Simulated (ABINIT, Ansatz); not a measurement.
## Ba2ScCuO4 (P4/mmm): G0W0 with ABINIT, start to end

Aim: the G0W0 gap of Ba2ScCuO4 (P4/mmm) on PBEsol, step by step.

Main program and level: ABINIT 10.8.3; PBEsol and many-body steps on it, plane waves.

In doubt: a PseudoDojo file used here is known to give poor structures and forces, which bears on pressures, cells, forces and phonons.

## Step 1: Set-up

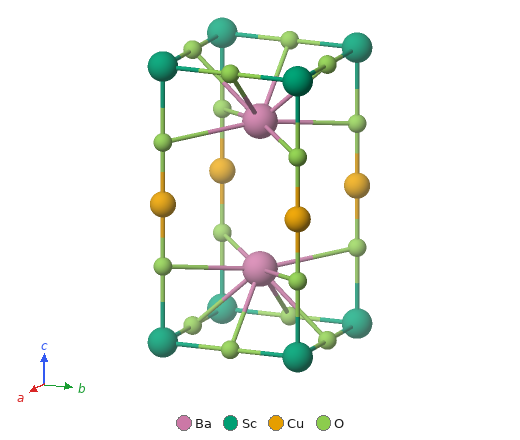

Start, viewed slightly off an axis; barium pink, scandium teal, copper orange, oxygen green. Some periodic images of atoms are drawn too.

As a file:

```cif
data_structure
_symmetry_space_group_name_H-M 'P4/mmm'
_symmetry_Int_Tables_number 123
_cell_length_a 4.1770
_cell_length_b 4.1770
_cell_length_c 8.0789
_cell_angle_alpha 90.000
_cell_angle_beta 90.000
_cell_angle_gamma 90.000
_cell_volume 140.95
loop_
_atom_site_label
_atom_site_type_symbol
_atom_site_symmetry_multiplicity
_atom_site_Wyckoff_symbol
_atom_site_fract_x
_atom_site_fract_y
_atom_site_fract_z
_atom_site_occupancy
Ba1 Ba 2 h 0.50000 0.50000 0.76798 1
Sc1 Sc 1 a 0.00000 0.00000 0.00000 1
Cu1 Cu 1 b 0.00000 0.00000 0.50000 1
O1 O 2 f 0.00000 0.50000 0.00000 1
O2 O 2 g 0.00000 0.00000 0.72467 1
```

The cell and positions are those that the Materials Project relaxed with its own functionals (PBE, PBE+U or r2SCAN), kept fixed. Spin-orbit coupling is left out unless a step names it.

## Step 2: Ground state

This step: ABINIT 10.8.3; DFT, PBEsol, plane waves, norm-conserving pseudopotentials.

The ground-state density comes first.

Input file run.abi:

```
acell 3*1.0 Angstrom
rprim 
  4.176956000000 0.000000000000 0.000000000000
  0.000000000000 4.176956000000 0.000000000000
  0.000000000000 0.000000000000 8.078857000000
ntypat 4
znucl 56 21 29 8
natom 8
typat 1 1 2 3 4 4 4 4
xred 
  0.500000000000 0.500000000000 0.767977000000
  0.500000000000 0.500000000000 0.232023000000
  0.000000000000 0.000000000000 0.000000000000
  0.000000000000 0.000000000000 0.500000000000
  0.000000000000 0.500000000000 0.000000000000
  0.500000000000 0.000000000000 0.000000000000
  0.000000000000 0.000000000000 0.724671000000
  0.000000000000 0.000000000000 0.275329000000
pp_dirpath "pseudos"
pseudos "Ba.upf, Sc.upf, Cu.upf, O.upf"
ecut 42
ngkpt 6 6 4
nshiftk 1
shiftk 0 0 0
kptopt 1
chksymbreak 0
nband 45
occopt 1
tolvrs 1e-10
nstep 60
prtwf 0
optforces 0
optstress 0
indata_prefix "in"
outdata_prefix "out"
tmpdata_prefix "tmp"
```

Command:

```bash
> OMP_NUM_THREADS=1 mpirun -n 4 abinit run.abi > log
```

Numbers of over 12 decimals in the logs are rounded to 6 here.

What it wrote:

```text
.Version 10.8.3 of ABINIT. v10.8.2 released Aug 2026.

 Symmetries : space group P4/m m m (#123); Bravais tP (primitive tetrag.)
================================================================================
 Values of the parameters that define the memory need of the present run
     intxc =       0    ionmov =       0      iscf =       7    lmnmax =       6
     lnmax =       6     mgfft =      90  mpssoang =       3    mqgrid =    4454
     natom =       8  nloc_mem =       1    nspden =       1   nspinor =       1
    nsppol =       1      nsym =      16    n1xccc =    2501    ntypat =       4
    occopt =       1   xclevel =       2
-    mband =          45        mffmem =           1         mkmem =           8
       mpw =       12429          nfft =      207360          nkpt =          30
================================================================================
  Rough estimation (10% accuracy) of disk space for files :
================================================================================

--------------------------------------------------------------------------------
------------- Echo of variables that govern the present computation ------------
--------------------------------------------------------------------------------
 -outvars: echo values of preprocessed input variables --------
            acell      1.8897261259E+00  1.8897261259E+00  1.8897261259E+00 Bohr

      chksymbreak           0
             ecut      4.20000000E+01 Hartree
-          fftalg         312

              ixc     -116133
              kpt      0.00000000E+00  0.00000000E+00  0.00000000E+00
                       1.66666667E-01  0.00000000E+00  0.00000000E+00
                       3.33333333E-01  0.00000000E+00  0.00000000E+00
                       5.00000000E-01  0.00000000E+00  0.00000000E+00
                       1.66666667E-01  1.66666667E-01  0.00000000E+00
                       3.33333333E-01  1.66666667E-01  0.00000000E+00
                       5.00000000E-01  1.66666667E-01  0.00000000E+00
                       3.33333333E-01  3.33333333E-01  0.00000000E+00
                       5.00000000E-01  3.33333333E-01  0.00000000E+00
   [... 19 further rows ...]
                       5.00000000E-01  3.33333333E-01  5.00000000E-01
                       5.00000000E-01  5.00000000E-01  5.00000000E-01
         kptrlatt        6    0    0      0    6    0      0    0    4
          kptrlen      4.73598173E+01
P           mkmem           8
            natom           8
            nband          45
            ngfft          48      48      90
             nkpt          30
            nstep          60
             nsym          16
           ntypat           4
              occ      2.000000  2.000000  2.000000  2.000000  2.000000  2.000000
                       2.000000  2.000000  2.000000  2.000000  2.000000  2.000000
                       2.000000  2.000000  2.000000  2.000000  2.000000  2.000000
                       2.000000  2.000000  2.000000  2.000000  2.000000  2.000000
                       2.000000  2.000000  2.000000  2.000000  2.000000  2.000000
                       2.000000  2.000000  2.000000  2.000000  2.000000  2.000000
                       2.000000  0.000000  0.000000  0.000000  0.000000  0.000000
[...]
optforces           0
        optstress           0
            prtwf           0
            rprim      4.1769560000E+00  0.0000000000E+00  0.0000000000E+00
[...]
spgroup         123

           tolvrs      1.00000000E-10

             xred      5.0000000000E-01  5.0000000000E-01  7.6797700000E-01
[...]
znucl       56.00000   21.00000   29.00000    8.00000

================================================================================

 chkinp: Checking input parameters for consistency.

================================================================================
== DATASET  1 ==================================================================
-   mpi_nproc: 4, omp_nthreads: 1 (-1 if OMP is not activated)

--- !DatasetInfo
iteration_state: {dtset: 1, }
dimensions: {natom: 8, nkpt: 30, mband: 45, nsppol: 1, nspinor: 1, nspden: 1, mpw: 12429, }
cutoff_energies: {ecut:  42.0, pawecutdg:  -1.0, }
electrons: {nelect:   7.40000000E+01, charge:   0.00000000E+00, occopt:   1.00000000E+00, tsmear:   1.00000000E-02, }

 Real(R)+Recip(G) space primitive vectors, cartesian coordinates (Bohr,Bohr^-1):
 R(1)=  7.8933029  0.0000000  0.0000000  G(1)=  0.1266897  0.0000000  0.0000000
 R(2)=  0.0000000  7.8933029  0.0000000  G(2)=  0.0000000  0.1266897  0.0000000
 R(3)=  0.0000000  0.0000000 15.2668271  G(3)=  0.0000000  0.0000000  0.0655015
 Unit cell volume ucvol=  9.5118791E+02 bohr^3
 Angles (23,13,12)=  9.00000000E+01  9.00000000E+01  9.00000000E+01 degrees

 getcut: wavevector=  0.0000  0.0000  0.0000  ngfft=  48  48  90
         ecut(hartree)=     42.000   => boxcut(ratio)=   2.02071

--- Pseudopotential description ------------------------------------------------
- Ba Generated using ONCVPSP code by D. R. Hamann
- 56.00000  10.00000  180301                  znucl, zion, pspdat
12 -116133 2 -1 1936                          pspcod,pspxc,lmax,lloc,mmax
     nproj     2     2     2
  pspatm : epsatm=   26.37418133
         --- l  ekb(1:nproj) -->
[...]
nproj     2     2     1
  pspatm : epsatm=    6.22910120
         --- l  ekb(1:nproj) -->
[...]
2   -1.335834
 pspatm: atomic psp has been read  and splines computed

   8.35382115E+03                                ecore*ucvol(ha*bohr**3)
--------------------------------------------------------------------------------

_setup2: Arith. and geom. avg. npw (full set) are   12367.049   12367.025

================================================================================

--- !BeginCycle
iteration_state: {dtset: 1, }
solver: {iscf: 7, nstep: 60, nline: 4, wfoptalg: 0, }
tolerances: {tolvrs: 1.00E-10, }

     iter   Etot(hartree)      deltaE(h)  residm     vres2
 ETOT  1  -329.75561592805    -3.298E+02 8.684E-02 4.004E+05
 ETOT  2  -295.70586519471     3.405E+01 1.714E-01 1.220E+06
 ETOT  3  -354.96035048644    -5.925E+01 6.581E-01 3.120E+04
 ETOT  4  -358.15438591586    -3.194E+00 3.910E-02 1.714E+04
 ETOT  5  -358.35022578789    -1.958E-01 7.693E-02 1.593E+04
 ETOT  6  -359.04477565576    -6.945E-01 1.742E-02 1.084E+04
 ETOT  7  -359.91913256546    -8.744E-01 5.902E-02 5.157E+03
 ETOT  8  -360.06548743668    -1.464E-01 1.483E-02 3.116E+03
 ETOT  9  -360.19562348462    -1.301E-01 6.060E-03 1.705E+03
 ETOT 10  -360.31366327538    -1.180E-01 1.765E-02 1.389E+02
[...]
ETOT 19  -360.34566099710    -7.923E-10 2.229E-03 1.939E-07
 ETOT 20  -360.34566099709     8.527E-12 3.399E-03 3.061E-08
 ETOT 21  -360.34566099709     1.990E-12 2.001E-03 5.194E-09
 ETOT 22  -360.34566099708     4.889E-12 1.342E-03 1.114E-10
 ETOT 23  -360.34566099708    -4.547E-13 1.555E-03 3.949E-11

 At SCF step   23       vres2   =  3.95E-11 < tolvrs=  1.00E-10 =>converged.

--- !ResultsGS
iteration_state: {dtset: 1, }
comment   : Summary of ground state results
lattice_vectors:
- [  7.8933029,   0.0000000,   0.0000000, ]
- [  0.0000000,   7.8933029,   0.0000000, ]
- [  0.0000000,   0.0000000,  15.2668271, ]
lattice_lengths: [   7.89330,    7.89330,   15.26683, ]
lattice_angles: [ 90.000,  90.000,  90.000, ] # degrees, (23, 13, 12)
lattice_volume:   9.5118791E+02
convergence: {deltae: -4.547E-13, res2:  3.949E-11, residm:  1.555E-03, diffor:  0.000E+00, }
etotal    :  -3.60345661E+02
entropy   :   0.00000000E+00
fermie    :   1.96564941E-01
cartesian_stress_tensor: null
pressure_GPa: null
xred      :
- [  5.0000E-01,   5.0000E-01,   7.6798E-01, Ba]
- [  5.0000E-01,   5.0000E-01,   2.3202E-01, Ba]
- [  0.0000E+00,   0.0000E+00,   0.0000E+00, Sc]
- [  0.0000E+00,   0.0000E+00,   5.0000E-01, Cu]
- [  0.0000E+00,   5.0000E-01,   0.0000E+00,  O]
- [  5.0000E-01,   0.0000E+00,   0.0000E+00,  O]
- [  0.0000E+00,   0.0000E+00,   7.2467E-01,  O]
- [  0.0000E+00,   0.0000E+00,   2.7533E-01,  O]
cartesian_forces: null
force_length_stats: {min: null, max: null, mean: null, }

 Integrated electronic density in atomic spheres:
 ------------------------------------------------
 Atom  Sphere_radius  Integrated_density
[...]
================================================================================

 ----iterations are completed or convergence reached----

 Mean square residual over all n,k,spin=   43.993E-07; max=  15.552E-04
 reduced coordinates (array xred) for    8 atoms
[...]
0.000000000000      0.000000000000      0.500000000000
       0.000000000000      0.500000000000      0.000000000000
       0.500000000000      0.000000000000      0.000000000000
       0.000000000000      0.000000000000      0.724671000000
       0.000000000000      0.000000000000      0.275329000000
 rms dE/dt=  0.0000E+00; max dE/dt=  0.0000E+00; dE/dt below (all hartree)
    1       0.000000000000      0.000000000000      0.000000000000
    2       0.000000000000      0.000000000000      0.000000000000
    3       0.000000000000      0.000000000000      0.000000000000
    4       0.000000000000      0.000000000000      0.000000000000
    5       0.000000000000      0.000000000000      0.000000000000
    6       0.000000000000      0.000000000000      0.000000000000
    7       0.000000000000      0.000000000000      0.000000000000
    8       0.000000000000      0.000000000000      0.000000000000

 cartesian coordinates (angstrom) at end:
    1      2.088478     2.088478     6.204376
    2      2.088478     2.088478     1.874481
    3      0.000000     0.000000     0.000000
    4      0.000000     0.000000     4.039428
    5      0.000000     2.088478     0.000000
    6      2.088478     0.000000     0.000000
    7      0.000000     0.000000     5.854513
    8      0.000000     0.000000     2.224344
 length scales=  1.889726125908  1.889726125908  1.889726125908 bohr
              =  1.000000000000  1.000000000000  1.000000000000 angstroms
 prteigrs : about to open file out_EIG
 Fermi (or HOMO) energy (hartree) =   0.19656   Average Vxc (hartree)=  -0.37899
 Eigenvalues (hartree) for nkpt=  30  k points:
 kpt#   1, nband= 45, wtk=  0.00694, kpt=  0.0000  0.0000  0.0000 (reduced coord)
  -3.89188   -2.34090   -2.32830   -2.32830   -1.54865   -0.77442   -0.76918   -0.76869
  -0.76869   -0.76289   -0.42109   -0.41467   -0.40347   -0.39439   -0.22394   -0.21950
  -0.21950   -0.21873   -0.21457   -0.21457    0.01812    0.09053    0.09053    0.09066
   0.10774    0.10774    0.12008    0.12370    0.12788    0.12788    0.13759    0.14194
   0.14358    0.17081    0.17081    0.18750    0.18750    0.27577    0.31678    0.32241
   0.33348    0.33905    0.33905    0.37356    0.39232
 prteigrs : prtvol=0 or 1, do not print more k-points.

--- !EnergyTerms
iteration_state     : {dtset: 1, }
comment             : Components of total free energy in Hartree
kinetic             :  1.61386495281943E+02
hartree             :  1.28925896968983E+02
xc                  : -6.09559404413320E+01
Ewald energy        : -2.06090410117619E+02
psp_core            :  8.78251396528727E+00
local_psp           : -3.58091551949275E+02
non_local_psp       : -3.43026647050704E+01
total_energy        : -3.60345660997082E+02
total_energy_eV     : -9.80550496345494E+03
band_energy         : -3.44044984243795E+01

== END DATASET(S) ==============================================================
================================================================================

 -outvars: echo values of variables after computation  --------
           etotal     -3.6034566100E+02
            nband          45
             nkpt          30
          spgroup         123
 [... the other variables as echoed above ...]

 Calculation completed.
```

Elapsed: 7 min, on 4 MPI ranks of Arm Neoverse V1, shared host; peak memory 0.74 GiB; 28 min of CPU time.

This step gave:

| Item | Value |
| --- | --- |
| total energy | -9805.5050 eV |
| gap | 1.933 eV |
| k of the valence top | 0, 0, 0.5 |
| k of the conduction bottom | 0.5, 0, 0 |
| least direct gap | 1.995 eV |

The gap is indirect, with the least direct gap 0.06 eV higher.

## Step 3: Empty states on the mesh, 2×2×1 mesh, 116 bands

The sums over transitions need many empty states on a uniform mesh; this step solves for them.

Edit run.abi of step 2 so:

```diff
@@ -21,3 +21,3 @@
 ecut 42
-ngkpt 6 6 4
+ngkpt 2 2 1
 nshiftk 1
@@ -26,9 +26,10 @@
 chksymbreak 0
-nband 45
-occopt 1
-tolvrs 1e-10
+iscf -2
+irdden 1
+istwfk *1
+nband 116
+nbdbuf 10
+tolwfr 1e-09
 nstep 60
-prtwf 0
-optforces 0
-optstress 0
+prtvol 0
 indata_prefix "in"
```

What it wrote:

```text
.Version 10.8.3 of ABINIT. v10.8.2 released Aug 2026.

 Symmetries : space group P4/m m m (#123); Bravais tP (primitive tetrag.)
[... echo of the input left out ...]
== DATASET  1 ==================================================================
-   mpi_nproc: 4, omp_nthreads: 1 (-1 if OMP is not activated)
-    --> not optimal distribution: autoparal keyword recommended in input file <--

--- !DatasetInfo
iteration_state: {dtset: 1, }
dimensions: {natom: 8, nkpt: 3, mband: 116, nsppol: 1, nspinor: 1, nspden: 1, mpw: 12409, }
cutoff_energies: {ecut:  42.0, pawecutdg:  -1.0, }
electrons: {nelect:   7.40000000E+01, charge:   0.00000000E+00, occopt:   1.00000000E+00, tsmear:   1.00000000E-02, }

 Real(R)+Recip(G) space primitive vectors, cartesian coordinates (Bohr,Bohr^-1):
 R(1)=  7.8933029  0.0000000  0.0000000  G(1)=  0.1266897  0.0000000  0.0000000
 R(2)=  0.0000000  7.8933029  0.0000000  G(2)=  0.0000000  0.1266897  0.0000000
 R(3)=  0.0000000  0.0000000 15.2668271  G(3)=  0.0000000  0.0000000  0.0655015
 Unit cell volume ucvol=  9.5118791E+02 bohr^3
 Angles (23,13,12)=  9.00000000E+01  9.00000000E+01  9.00000000E+01 degrees

 getcut: wavevector=  0.0000  0.0000  0.0000  ngfft=  48  48  90
         ecut(hartree)=     42.000   => boxcut(ratio)=   2.02071

--- Pseudopotential description ------------------------------------------------
- Ba Generated using ONCVPSP code by D. R. Hamann
- 56.00000  10.00000  180301                  znucl, zion, pspdat
12 -116133 2 -1 1936                          pspcod,pspxc,lmax,lloc,mmax
     nproj     2     2     2
  pspatm : epsatm=   26.37418133
         --- l  ekb(1:nproj) -->
             0    6.652372    0.677024
             1    5.027722    0.408462
             2    2.543237    0.416854
 pspatm: atomic psp has been read  and splines computed

- Sc Generated using ONCVPSP code by D. R. Hamann
- 21.00000  11.00000  180301                  znucl, zion, pspdat
12 -116133 2 -1 1642                          pspcod,pspxc,lmax,lloc,mmax
     nproj     2     2     2
  pspatm : epsatm=   13.58981452
         --- l  ekb(1:nproj) -->
[...]
pspatm: atomic psp has been read  and splines computed

- Cu Generated using ONCVPSP code by D. R. Hamann
- 29.00000  19.00000  180301                  znucl, zion, pspdat
12 -116133 2 -1 1492                          pspcod,pspxc,lmax,lloc,mmax
     nproj     2     2     2
  pspatm : epsatm=   21.63489298
         --- l  ekb(1:nproj) -->
[...]
pspatm: atomic psp has been read  and splines computed

- O Generated using ONCVPSP code by D. R. Hamann
-  8.00000   6.00000  180301                  znucl, zion, pspdat
12 -116133 2 -1 936                           pspcod,pspxc,lmax,lloc,mmax
     nproj     2     2     1
  pspatm : epsatm=    6.22910120
         --- l  ekb(1:nproj) -->
[...]
2   -1.335834
[...]
4.78E-10  3.98E-10  1.10E-10  2.66E-10  2.89E-10  2.25E-10  7.51E-10  7.86E-10
[...]
1.81E-07  6.83E-07  1.82E-07  2.05E-06
 -3.8919E+00 -2.3409E+00 -2.3283E+00 -2.3283E+00 -1.5486E+00 -7.7442E-01
 -7.6918E-01 -7.6869E-01 -7.6869E-01 -7.6289E-01 -4.2109E-01 -4.1467E-01
 -4.0347E-01 -3.9439E-01 -2.2394E-01 -2.1950E-01 -2.1950E-01 -2.1873E-01
[...]
1.2629E+00  1.2822E+00  1.2822E+00  1.3227E+00  1.3227E+00  1.3384E+00
  1.3445E+00  1.3526E+00  1.3594E+00  1.3604E+00  1.3604E+00  1.3646E+00
  1.3723E+00  1.3723E+00
 prteigrs : prtvol=0 or 1, do not print more k-points.

--- !ResultsGS
iteration_state: {dtset: 1, }
comment   : Summary of ground state results
lattice_vectors:
- [  7.8933029,   0.0000000,   0.0000000, ]
- [  0.0000000,   7.8933029,   0.0000000, ]
- [  0.0000000,   0.0000000,  15.2668271, ]
lattice_lengths: [   7.89330,    7.89330,   15.26683, ]
lattice_angles: [ 90.000,  90.000,  90.000, ] # degrees, (23, 13, 12)
lattice_volume:   9.5118791E+02
convergence: {deltae:  0.000E+00, res2:  0.000E+00, residm:  9.991E-10, diffor:  0.000E+00, }
etotal    :  -3.60345661E+02
entropy   :   0.00000000E+00
fermie    :   1.96564941E-01
cartesian_stress_tensor: null
pressure_GPa: null
xred      :
- [  5.0000E-01,   5.0000E-01,   7.6798E-01, Ba]
- [  5.0000E-01,   5.0000E-01,   2.3202E-01, Ba]
- [  0.0000E+00,   0.0000E+00,   0.0000E+00, Sc]
- [  0.0000E+00,   0.0000E+00,   5.0000E-01, Cu]
- [  0.0000E+00,   5.0000E-01,   0.0000E+00,  O]
- [  5.0000E-01,   0.0000E+00,   0.0000E+00,  O]
- [  0.0000E+00,   0.0000E+00,   7.2467E-01,  O]
- [  0.0000E+00,   0.0000E+00,   2.7533E-01,  O]
cartesian_forces: null
force_length_stats: {min: null, max: null, mean: null, }

 Integrated electronic density in atomic spheres:
 ------------------------------------------------
 Atom  Sphere_radius  Integrated_density
[...]
================================================================================

 ----iterations are completed or convergence reached----

 Mean square residual over all n,k,spin=   49.752E-11; max=  99.911E-11
 reduced coordinates (array xred) for    8 atoms
[...]
0.000000000000      0.000000000000      0.724671000000
       0.000000000000      0.000000000000      0.275329000000

 cartesian coordinates (angstrom) at end:
    1      2.088478     2.088478     6.204376
    2      2.088478     2.088478     1.874481
[...]
8      0.000000     0.000000     2.224344
 length scales=  1.889726125908  1.889726125908  1.889726125908 bohr
              =  1.000000000000  1.000000000000  1.000000000000 angstroms
 prteigrs : about to open file out_EIG
 Eigenvalues (hartree) for nkpt=   3  k points:
 kpt#   1, nband=116, wtk=  0.25000, kpt=  0.0000  0.0000  0.0000 (reduced coord)
[...]
1.20907    1.22670    1.24760    1.25462    1.25583    1.25583    1.26293    1.28224
   1.28224    1.32275    1.32275    1.33839    1.34451    1.35264    1.35942    1.36042
   1.36042    1.36457    1.37230    1.37231
 prteigrs : prtvol=0 or 1, do not print more k-points.

== END DATASET(S) ==============================================================
================================================================================

 -outvars: echo values of variables after computation  --------
            nband         116
             nkpt           3
          spgroup         123
 [... the other variables as echoed above ...]

 Calculation completed.
```

Elapsed: 53 s, on 4 MPI ranks; peak memory 0.45 GiB.

This step gave:

| Property | Result |
| --- | --- |
| gap | 1.956 eV |
| k of the valence top | 0.5, 0.5, 0 |
| k of the conduction bottom | 0.5, 0, 0 |
| least direct gap | 1.995 eV |
| k points computed | 3 |
| lowest point of the top converged band, above the valence top | 29.14 eV |

On this mesh the gap is 1.956 eV.

(Part 1 of 2 ends here.)

[Paths, hosts, dates, memory and timing lines, banners, echoed tables and standing remarks are left out of the program output.]

[Logs are printed without paths, hosts, clocks, repeated set-up lines and the standing remarks that a program may print on its own settings, such as how far it seeks lower states.]

[Runs of the session that timed out or met a known fault of the program may be left out.]

[Hosts, paths, dates, database ids (printed as entryN), source tags and the programs' standing remarks are cut or masked in the printed files.]

[G0W0 gaps are taken among the corrected bands and points alone; a level outside them can change the order at an edge.]

[Where Ansatz stands beside ABINIT at settings called matched, ABINIT's density can come from a denser mesh and the files from another edition; pairs whose starting gaps differed by over 0.03 eV were left out, so agreement reads better than it is.]
